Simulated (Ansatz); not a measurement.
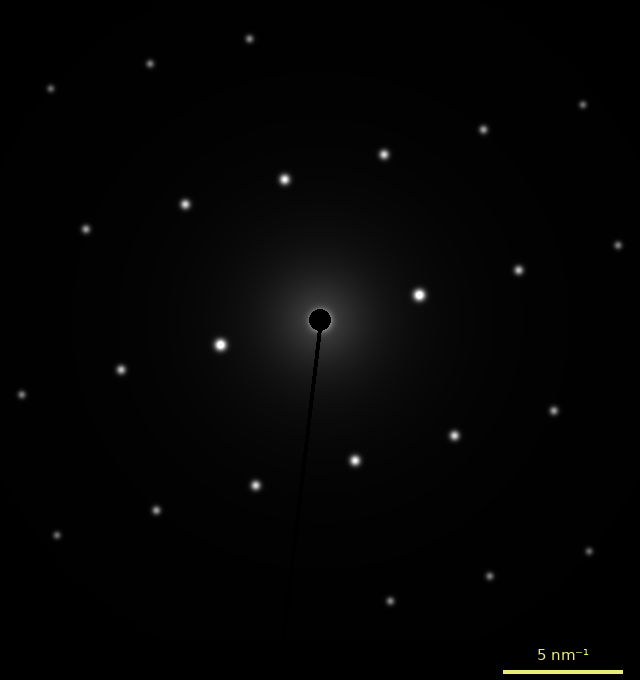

The pattern is a kinematic simulation for 200 kV electrons (no multiple scattering; isotropic B = 0.5 Å²).

Phase: Nb, space group Im-3m (No. 229), a = 3.27 Å. Structure: the input geometry of an electronic-structure calculation (not necessarily at equilibrium).

Q: Which low-index zone axis gives this pattern?

A: The spots form a rectangular net whose two shortest vectors correspond to d = 2.31 Å and 1.64 Å, 90.0° apart. They index as 1 -1 0 and 0 0 2, so the zone axis is ±[110] (or an equivalent direction of <110>).

Q: Which reflections of this zone are missing, and why?

A: The lattice centring (I) removes all reflections that break h + k + l = 2n.
